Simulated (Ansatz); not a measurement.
A series of calculations on CH$_{8}$Si$_{2}$

### Relaxation

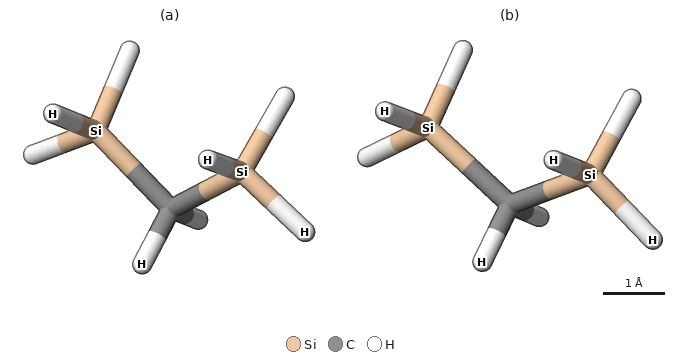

The structure of CH$_{8}$Si$_{2}$ (coarse preliminary run) before (left) and after (right) a relaxation, at one scale.

The picture is a stick view, seen at a tilt.

Theory: Ansatz, RKS PBE-D4/def2-SVP. Settings: force threshold 0.03 eV/Å; at most 250 steps.

### What changed between the two?

The optimiser took 5 steps. An H atom moves most after the best rigid fit: 0.18 Å. Largest moves by element: H 0.18 Å, Si 0.18 Å, C 0.08 Å. Some distances before and after: Si–Si 2.857 → 3.196 Å, C–Si 1.784 → 1.894 Å, C–Si 1.811 → 1.894 Å, C–H 1.075 → 1.112 Å. Among the angles between lasting bonds that change: Si–C–Si 105.2° → 115.1°, H–Si–H 102.8° → 108.4°, C–Si–H 114.9° → 110.3°.

### Relaxation

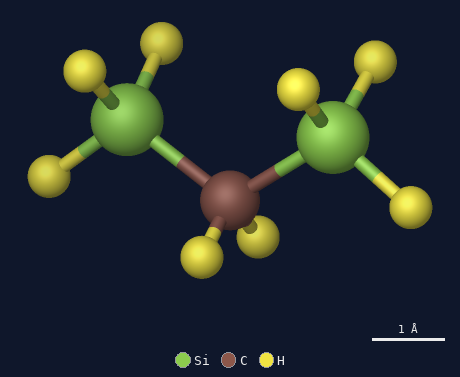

This is the input geometry for a relaxation of CH₈Si₂. Style: ball-and-stick. Shown at a tilt.

Computed with RKS PBE0-D4/def2-TZVP in Ansatz 0.2.0.

Input
```yaml
crystal:
  periodic: [false, false, false]
  atoms:
    - {symbol: Si, position_ang: [-1.167952, 1.044385, -0.361241]}
    - {symbol: C, position_ang: [-0.279646, -0.628312, -0.360181]}
    - {symbol: Si, position_ang: [1.357848, -0.666345, 0.590704]}
    - {symbol: H, position_ang: [-2.453860, 0.969742, -1.141912]}
    - {symbol: H, position_ang: [-0.293249, 2.099779, -0.983923]}
    - {symbol: H, position_ang: [-1.489935, 1.465667, 1.047849]}
    - {symbol: H, position_ang: [-0.960622, -1.392888, 0.072659]}
    - {symbol: H, position_ang: [-0.087198, -0.929849, -1.412656]}
    - {symbol: H, position_ang: [1.131150, -0.309417, 2.035657]}
    - {symbol: H, position_ang: [2.326062, 0.325622, 0.003122]}
    - {symbol: H, position_ang: [1.982901, -2.035384, 0.530423]}
basis:
  gaussian: {orbitals: def2-TZVP}
hamiltonian: {xc: pbe0, dispersion: d4}
relax: {f_tol: 0.005, max_steps: 200}
```

Question: What does the optimiser find from here?

Answer: The largest moves after the best rigid fit, 0.036 Å, are those of H4, H5, H6, H9, H10 and H11. By element the largest moves are H 0.036 Å, Si 0.024 Å, C 0.001 Å. Among the contacts that change: C2–Si3 1.894 → 1.872 Å, Si1–H4 1.506 → 1.488 Å, C2–H7 1.112 → 1.095 Å. After 4 geometry steps the energy has fallen by 0.036 eV. The largest force component goes from 0.49 to 0.0038 eV/Å.

Step by step:

```tsv
step	E − E(0), eV	largest force component, eV/Å
0	0.0000	0.4870
1	-0.0327	0.1437
2	-0.0357	0.0123
3	-0.0358	0.0052
4	-0.0358	0.0038
```

Final geometry:

```xyz
11

Si   -1.1505    1.0295   -0.3556
C    -0.2791   -0.6272   -0.3597
Si    1.3382   -0.6561    0.5824
H    -2.4227    0.9656   -1.1246
H    -0.2814    2.0690   -0.9694
H    -1.4637    1.4423    1.0388
H    -0.9501   -1.3795    0.0687
H    -0.0881   -0.9224   -1.3970
H     1.1091   -0.3001    2.0084
H     2.2903    0.3272   -0.0003
H     1.9635   -2.0053    0.5287
```

### Distortion

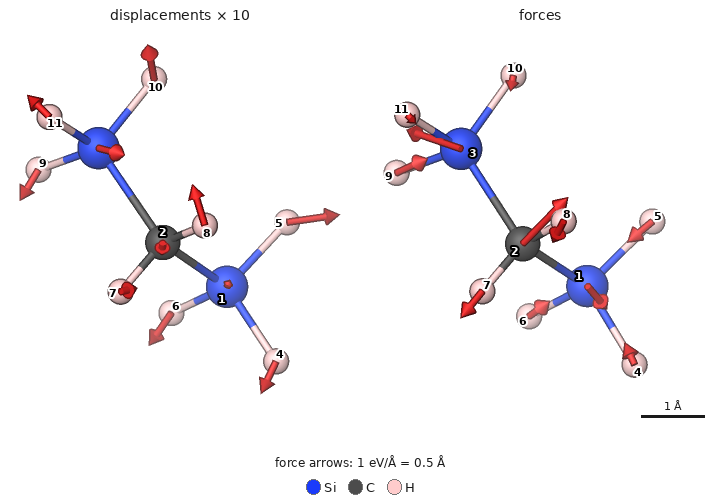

Left: CH₈Si₂, with red arrows for the displacements applied to it. Right: the displaced structure with the computed forces. Style: ball-and-stick. Shown from a free direction.

Theory: RKS wB97M-V/def2-TZVPP (Ansatz 0.2.0). 

Q: How do the forces relate to the distortion?

A: All atoms are moved at random (σ = 0.04 Å) from the PBE0-D4/def2-TZVP minimum. The energy rises by 31.4 kJ/mol. The largest force is 2.5 eV/Å, on Si3. The forces point partly back along the displacements (cosine −0.62). At other levels of theory the same distortion costs 23.9 kJ/mol (RKS PBE-D4/def2-TZVPP), 28.0 kJ/mol (RKS r2SCAN-D4/def2-TZVPP), 27.4 kJ/mol (RKS PBE0-D4/def2-TZVPP), 30.7 kJ/mol (RHF-CCSD(T), frozen core/def2-TZVPP). Near-neighbour distances before and after: Si3–H9 1.488 → 1.588 Å, Si1–H6 1.488 → 1.547 Å, Si1–H5 1.488 → 1.545 Å, Si1–H4 1.488 → 1.528 Å. Bond angles that change, for instance: Si3–C2–H8 108.8° → 101.7°, C2–Si3–H11 111.0° → 117.0°.
